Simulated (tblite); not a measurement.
## Geometry relaxation of C3H5FOSi (part 2 of 2)

The same run, continued: C3H5FOSi; GFN2-xTB geometry optimisation, gas phase (tblite 0.8.0). 

Geometry of the input (Å):
```
O  -0.6984  2.1165  -0.1929
C  -0.3129  0.9660  -0.1009
Si -1.5667  -0.3241  0.4304
C  1.1140  0.6749  -0.3884
C  1.7292  -0.5145  -0.3193
F  1.1175  -1.6625  0.0094
H  -1.7306  -1.3794  -0.6110
H  -2.9247  0.2625  0.6558
H  -1.1781  -0.9961  1.6992
H  1.6838  1.5448  -0.6602
H  2.7725  -0.6857  -0.5481
```

**Trajectory as extended XYZ, continued**
```
11
Properties=species:S:1:pos:R:3:forces:R:3 step=19 energy=-528.96752
O    -0.7276    2.1220   -0.1902    0.0420  -0.0380  -0.0020
C    -0.3292    0.9764   -0.0900   -0.0180  -0.0440   0.0090
Si   -1.5702   -0.3998    0.4403    0.0160   0.0190  -0.0050
C     1.0907    0.6815   -0.3784   -0.0210   0.0290   0.0090
C     1.6736   -0.5072   -0.3175   -0.0170  -0.0040   0.0260
F     1.0245   -1.6232    0.0279   -0.0470  -0.0010  -0.0010
H    -1.6455   -1.3865   -0.6368    0.0060   0.0230   0.0190
H    -2.8306    0.3135    0.6236    0.0000  -0.0470   0.0090
H    -1.0869   -0.9983    1.6846   -0.0080   0.0200  -0.0300
H     1.6910    1.5342   -0.6609    0.0510   0.0080  -0.0250
H     2.7158   -0.7099   -0.5286   -0.0040   0.0340  -0.0110
11
Properties=species:S:1:pos:R:3:forces:R:3 step=20 energy=-528.96795
O    -0.7260    2.1235   -0.1908    0.0270  -0.0390   0.0010
C    -0.3292    0.9774   -0.0903    0.0140  -0.0390   0.0030
Si   -1.5692   -0.4000    0.4401    0.0190   0.0210  -0.0080
C     1.0918    0.6828   -0.3788   -0.0240   0.0240   0.0100
C     1.6720   -0.5076   -0.3169   -0.0180   0.0130   0.0220
F     1.0177   -1.6213    0.0290   -0.0120   0.0200  -0.0120
H    -1.6431   -1.3876   -0.6360    0.0040   0.0250   0.0130
H    -2.8311    0.3102    0.6243   -0.0010  -0.0430   0.0080
H    -1.0851   -0.9997    1.6832   -0.0060   0.0220  -0.0220
H     1.6928    1.5362   -0.6618    0.0310  -0.0250  -0.0140
H     2.7147   -0.7112   -0.5283   -0.0330   0.0210   0.0000
11
Properties=species:S:1:pos:R:3:forces:R:3 step=21 energy=-528.96830
O    -0.7241    2.1238   -0.1912    0.0030  -0.0260   0.0030
C    -0.3288    0.9774   -0.0904    0.0370  -0.0180  -0.0030
Si   -1.5683   -0.3997    0.4399    0.0150   0.0150  -0.0080
C     1.0925    0.6839   -0.3789   -0.0110   0.0100   0.0080
C     1.6707   -0.5075   -0.3160   -0.0140   0.0210   0.0130
F     1.0126   -1.6196    0.0296    0.0120   0.0310  -0.0170
H    -1.6415   -1.3878   -0.6350    0.0020   0.0200   0.0020
H    -2.8317    0.3067    0.6251   -0.0050  -0.0340   0.0080
H    -1.0843   -1.0002    1.6818   -0.0010   0.0200  -0.0090
H     1.6948    1.5371   -0.6627    0.0100  -0.0460  -0.0040
H     2.7136   -0.7114   -0.5281   -0.0480   0.0080   0.0070
11
Properties=species:S:1:pos:R:3:forces:R:3 step=22 energy=-528.96859
O    -0.7225    2.1235   -0.1915   -0.0190  -0.0060   0.0040
C    -0.3280    0.9770   -0.0906    0.0400   0.0050  -0.0060
Si   -1.5671   -0.3992    0.4395    0.0070   0.0050  -0.0070
C     1.0928    0.6851   -0.3788    0.0060  -0.0040   0.0040
C     1.6691   -0.5070   -0.3150   -0.0080   0.0190   0.0040
F     1.0084   -1.6177    0.0298    0.0210   0.0270  -0.0150
H    -1.6400   -1.3877   -0.6342    0.0010   0.0130  -0.0100
H    -2.8322    0.3032    0.6258   -0.0090  -0.0240   0.0070
H    -1.0834   -1.0002    1.6804    0.0050   0.0160   0.0050
H     1.6968    1.5370   -0.6636   -0.0020  -0.0480   0.0020
H     2.7116   -0.7115   -0.5278   -0.0430  -0.0030   0.0110
11
Properties=species:S:1:pos:R:3:forces:R:3 step=23 energy=-528.96878
O    -0.7219    2.1233   -0.1916   -0.0280   0.0100   0.0030
C    -0.3269    0.9769   -0.0908    0.0210   0.0200  -0.0030
Si   -1.5658   -0.3986    0.4390    0.0000  -0.0040  -0.0030
C     1.0930    0.6861   -0.3787    0.0140  -0.0090   0.0020
C     1.6676   -0.5064   -0.3141   -0.0020   0.0080  -0.0030
F     1.0053   -1.6157    0.0298    0.0160   0.0100  -0.0070
H    -1.6385   -1.3874   -0.6339    0.0010   0.0080  -0.0170
H    -2.8323    0.3003    0.6264   -0.0090  -0.0170   0.0050
H    -1.0823   -1.0000    1.6794    0.0080   0.0140   0.0130
H     1.6982    1.5363   -0.6642    0.0010  -0.0310   0.0010
H     2.7091   -0.7120   -0.5273   -0.0210  -0.0080   0.0080
11
Properties=species:S:1:pos:R:3:forces:R:3 step=24 energy=-528.96888
O    -0.7223    2.1233   -0.1916   -0.0230   0.0150   0.0020
C    -0.3261    0.9774   -0.0909   -0.0030   0.0200   0.0020
Si   -1.5649   -0.3985    0.4387   -0.0010  -0.0060   0.0000
C     1.0931    0.6866   -0.3786    0.0090  -0.0050   0.0010
C     1.6667   -0.5060   -0.3137    0.0000  -0.0010  -0.0040
F     1.0037   -1.6145    0.0298    0.0070  -0.0070  -0.0010
H    -1.6374   -1.3872   -0.6341    0.0010   0.0070  -0.0190
H    -2.8323    0.2986    0.6267   -0.0080  -0.0150   0.0040
H    -1.0813   -0.9998    1.6790    0.0080   0.0140   0.0130
H     1.6989    1.5355   -0.6644    0.0110  -0.0120  -0.0030
H     2.7073   -0.7128   -0.5268    0.0010  -0.0090   0.0040
11
Properties=species:S:1:pos:R:3:forces:R:3 step=25 energy=-528.96895
O    -0.7230    2.1237   -0.1915   -0.0140   0.0130   0.0000
C    -0.3257    0.9781   -0.0910   -0.0200   0.0140   0.0060
Si   -1.5642   -0.3985    0.4384   -0.0010  -0.0060   0.0020
C     1.0933    0.6869   -0.3785   -0.0010   0.0010   0.0020
C     1.6660   -0.5058   -0.3135    0.0000  -0.0080  -0.0040
F     1.0027   -1.6138    0.0298   -0.0010  -0.0170   0.0030
H    -1.6366   -1.3871   -0.6347    0.0010   0.0080  -0.0170
H    -2.8323    0.2973    0.6269   -0.0060  -0.0140   0.0030
H    -1.0804   -0.9994    1.6791    0.0070   0.0140   0.0110
H     1.6996    1.5347   -0.6646    0.0180   0.0020  -0.0060
H     2.7061   -0.7136   -0.5264    0.0150  -0.0090   0.0010
11
Properties=species:S:1:pos:R:3:forces:R:3 step=26 energy=-528.96904
O    -0.7242    2.1244   -0.1914    0.0000   0.0080  -0.0010
C    -0.3255    0.9793   -0.0909   -0.0330   0.0040   0.0080
Si   -1.5634   -0.3986    0.4382    0.0010  -0.0040   0.0030
C     1.0935    0.6873   -0.3783   -0.0130   0.0080   0.0020
C     1.6652   -0.5057   -0.3133    0.0000  -0.0120  -0.0020
F     1.0014   -1.6133    0.0298   -0.0070  -0.0240   0.0060
H    -1.6356   -1.3866   -0.6358    0.0020   0.0090  -0.0140
H    -2.8327    0.2952    0.6273   -0.0030  -0.0130   0.0020
H    -1.0791   -0.9985    1.6794    0.0060   0.0140   0.0060
H     1.7009    1.5337   -0.6651    0.0230   0.0150  -0.0070
H     2.7049   -0.7146   -0.5258    0.0240  -0.0070  -0.0030
11
Properties=species:S:1:pos:R:3:forces:R:3 step=27 energy=-528.96917
O    -0.7258    2.1255   -0.1913    0.0140   0.0020  -0.0030
C    -0.3256    0.9809   -0.0907   -0.0350  -0.0060   0.0060
Si   -1.5626   -0.3989    0.4379    0.0030   0.0000   0.0040
C     1.0937    0.6879   -0.3781   -0.0220   0.0120   0.0010
C     1.6642   -0.5057   -0.3132   -0.0010  -0.0130   0.0000
F     0.9999   -1.6130    0.0298   -0.0090  -0.0240   0.0080
H    -1.6345   -1.3855   -0.6375    0.0040   0.0110  -0.0080
H    -2.8334    0.2918    0.6281   -0.0010  -0.0110   0.0010
H    -1.0775   -0.9968    1.6800    0.0050   0.0120   0.0010
H     1.7031    1.5324   -0.6658    0.0170   0.0210  -0.0050
H     2.7037   -0.7159   -0.5251    0.0250  -0.0040  -0.0050
11
Properties=species:S:1:pos:R:3:forces:R:3 step=28 energy=-528.96926
O    -0.7267    2.1265   -0.1914    0.0200  -0.0010  -0.0020
C    -0.3262    0.9821   -0.0904   -0.0210  -0.0100   0.0010
Si   -1.5621   -0.3991    0.4378    0.0020   0.0020   0.0030
C     1.0938    0.6884   -0.3778   -0.0180   0.0060  -0.0010
C     1.6635   -0.5059   -0.3130   -0.0020  -0.0090   0.0000
F     0.9988   -1.6133    0.0299   -0.0050  -0.0150   0.0060
H    -1.6337   -1.3843   -0.6391    0.0060   0.0100  -0.0040
H    -2.8345    0.2885    0.6289   -0.0010  -0.0070   0.0000
H    -1.0763   -0.9949    1.6806    0.0060   0.0090  -0.0010
H     1.7054    1.5315   -0.6666    0.0020   0.0160   0.0020
H     2.7033   -0.7168   -0.5248    0.0130   0.0000  -0.0040
11
Properties=species:S:1:pos:R:3:forces:R:3 step=29 energy=-528.96930
O    -0.7267    2.1268   -0.1914    0.0150  -0.0010  -0.0010
C    -0.3267    0.9823   -0.0903   -0.0040  -0.0070  -0.0040
Si   -1.5621   -0.3991    0.4378    0.0010   0.0020   0.0020
C     1.0936    0.6885   -0.3777   -0.0090  -0.0030  -0.0030
C     1.6634   -0.5061   -0.3130   -0.0020  -0.0040   0.0000
F     0.9986   -1.6138    0.0299    0.0000  -0.0050   0.0040
H    -1.6336   -1.3835   -0.6399    0.0070   0.0090  -0.0030
H    -2.8351    0.2870    0.6293   -0.0030  -0.0050   0.0000
H    -1.0760   -0.9939    1.6809    0.0070   0.0060   0.0000
H     1.7064    1.5313   -0.6669   -0.0110   0.0060   0.0070
H     2.7036   -0.7168   -0.5247    0.0000   0.0010  -0.0010
11
Properties=species:S:1:pos:R:3:forces:R:3 step=30 energy=-528.96932
O    -0.7262    2.1269   -0.1915    0.0090   0.0010  -0.0010
C    -0.3270    0.9821   -0.0903    0.0060  -0.0030  -0.0060
Si   -1.5622   -0.3991    0.4379   -0.0010   0.0020   0.0010
C     1.0934    0.6884   -0.3777   -0.0010  -0.0080  -0.0040
C     1.6634   -0.5062   -0.3130   -0.0020  -0.0020   0.0000
F     0.9987   -1.6142    0.0300    0.0030   0.0000   0.0010
H    -1.6335   -1.3830   -0.6401    0.0070   0.0070  -0.0040
H    -2.8354    0.2864    0.6294   -0.0040  -0.0040   0.0000
H    -1.0758   -0.9934    1.6810    0.0070   0.0050   0.0010
H     1.7064    1.5314   -0.6668   -0.0180   0.0000   0.0090
H     2.7038   -0.7167   -0.5248   -0.0070   0.0010   0.0010
11
Properties=species:S:1:pos:R:3:forces:R:3 step=31 energy=-528.96935
O    -0.7255    2.1270   -0.1916    0.0020   0.0030   0.0000
C    -0.3273    0.9819   -0.0904    0.0140   0.0030  -0.0060
Si   -1.5622   -0.3990    0.4380   -0.0030   0.0010   0.0000
C     1.0930    0.6881   -0.3779    0.0070  -0.0140  -0.0040
C     1.6633   -0.5065   -0.3130   -0.0010   0.0010  -0.0010
F     0.9987   -1.6146    0.0301    0.0060   0.0050  -0.0010
H    -1.6332   -1.3822   -0.6406    0.0060   0.0050  -0.0040
H    -2.8359    0.2856    0.6296   -0.0050  -0.0020   0.0010
H    -1.0755   -0.9926    1.6811    0.0080   0.0040   0.0020
H     1.7061    1.5315   -0.6665   -0.0220  -0.0070   0.0100
H     2.7039   -0.7167   -0.5249   -0.0120   0.0010   0.0020
11
Properties=species:S:1:pos:R:3:forces:R:3 step=32 energy=-528.96940
O    -0.7244    2.1274   -0.1917   -0.0060   0.0050   0.0000
C    -0.3277    0.9818   -0.0908    0.0200   0.0080  -0.0040
Si   -1.5622   -0.3989    0.4382   -0.0040   0.0000  -0.0020
C     1.0925    0.6876   -0.3781    0.0140  -0.0160  -0.0020
C     1.6629   -0.5069   -0.3130    0.0000   0.0040  -0.0010
F     0.9986   -1.6152    0.0305    0.0070   0.0090  -0.0030
H    -1.6323   -1.3808   -0.6416    0.0060   0.0020  -0.0030
H    -2.8367    0.2839    0.6299   -0.0060   0.0000   0.0010
H    -1.0743   -0.9912    1.6814    0.0070   0.0020   0.0010
H     1.7053    1.5317   -0.6659   -0.0220  -0.0130   0.0080
H     2.7037   -0.7168   -0.5248   -0.0140   0.0010   0.0030
11
Properties=species:S:1:pos:R:3:forces:R:3 step=33 energy=-528.96945
O    -0.7234    2.1281   -0.1919   -0.0100   0.0050   0.0000
C    -0.3279    0.9821   -0.0913    0.0160   0.0090   0.0000
Si   -1.5619   -0.3987    0.4383   -0.0050   0.0010  -0.0020
C     1.0919    0.6870   -0.3785    0.0130  -0.0130   0.0000
C     1.6622   -0.5075   -0.3130    0.0010   0.0030   0.0000
F     0.9980   -1.6157    0.0309    0.0050   0.0070  -0.0040
H    -1.6307   -1.3791   -0.6430    0.0050  -0.0010   0.0000
H    -2.8376    0.2817    0.6303   -0.0050   0.0010   0.0020
H    -1.0724   -0.9895    1.6818    0.0050   0.0000  -0.0010
H     1.7043    1.5316   -0.6650   -0.0150  -0.0130   0.0040
H     2.7029   -0.7174   -0.5246   -0.0100   0.0000   0.0030
11
Properties=species:S:1:pos:R:3:forces:R:3 step=34 energy=-528.96947
O    -0.7232    2.1286   -0.1920   -0.0060   0.0020  -0.0010
C    -0.3279    0.9825   -0.0915    0.0050   0.0050   0.0040
Si   -1.5615   -0.3986    0.4382   -0.0040   0.0020  -0.0020
C     1.0917    0.6867   -0.3786    0.0050  -0.0050   0.0030
C     1.6617   -0.5078   -0.3129    0.0020   0.0010   0.0000
F     0.9975   -1.6158    0.0311    0.0020   0.0020  -0.0030
H    -1.6295   -1.3782   -0.6439    0.0040  -0.0020   0.0020
H    -2.8381    0.2803    0.6306   -0.0040   0.0020   0.0010
H    -1.0710   -0.9885    1.6819    0.0030   0.0000  -0.0040
H     1.7037    1.5313   -0.6646   -0.0060  -0.0070  -0.0010
H     2.7021   -0.7179   -0.5243   -0.0020   0.0000   0.0010
```

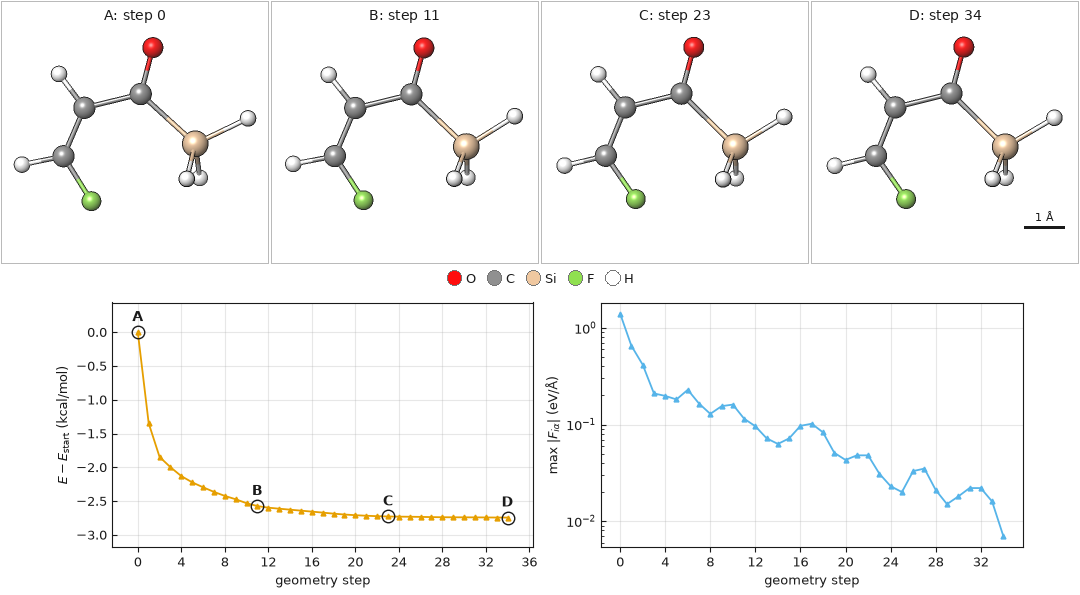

**Figure 1.** Frames of the relaxation (ball-and-stick view, seen on its broad side) above the curves, on which the letters mark them (steps are counted from 0).

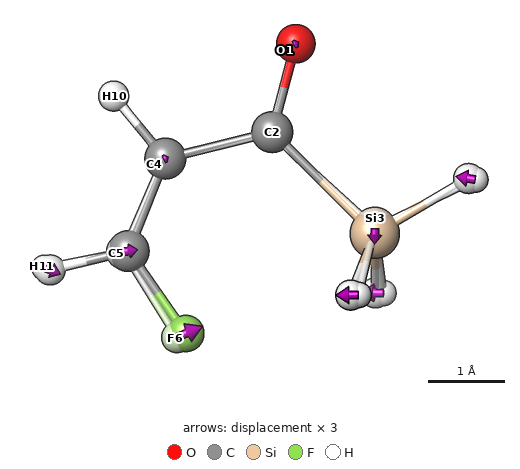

**Figure 2.** Start (faint) and end (solid) with the displacements as pink arrows, magnified 3 times (ball-and-stick view, seen on its broad side). The two geometries are laid on each other by the best rigid fit. The atom that moves furthest after the best rigid fit is F6 (0.13 Å). Largest moves by element: F 0.13 Å, H 0.11 Å, Si 0.08 Å, C 0.07 Å, O 0.03 Å. Among the contacts that change: C2–Si3 1.876 → 1.926 Å, Si3–H8 1.496 → 1.459 Å, Si3–H7 1.492 → 1.461 Å, C4–C5 1.341 → 1.325 Å. Among the angles that change: C2–Si3–H8 112.3° → 105.3°, H7–Si3–H8 106.4° → 111.7°, H8–Si3–H9 106.6° → 111.7°. The energy falls by 2.74 kcal/mol in 34 geometry steps. Largest force component: 1.4 eV/Å at the start, 0.007 eV/Å at the end. (Atoms are counted from 1 in the order of the input.)

**Summary**

| quantity | value |
| --- | --- |
| outcome | converged |
| total energy | −528.9695 eV |
| peak memory | 0.18 GiB |
